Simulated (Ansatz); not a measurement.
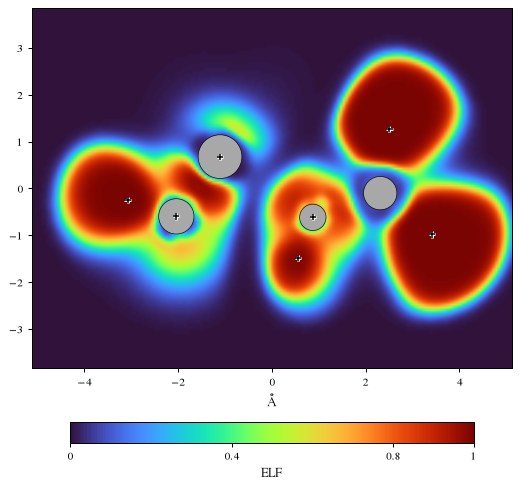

The ELF on a plane through atoms (crosses mark nuclei in the plane; grey discs cover the cores).

Computed with Ansatz, RKS PBE0-D4/def2-TZVPP.

Candidates:
A. C3H13BOSi
B. CH4AlFOSi (SMILES [F][Al]1[O]C[SiH2]1)
C. C3H8OSi (SMILES CC1C[SiH2]O1)

### Which system is this?

Candidate A: C3H13BOSi on the plane of atoms B2, C3 and H11, which holds B, C, O and H. C–B (1.58 Å): the ELF peaks at about 1 between the atoms: localised, covalent bonding. O–H (0.96 Å): the ELF climbs to about 1 towards the hydrogen, as it does in any bond to H; an ordinary covalent bond to hydrogen.
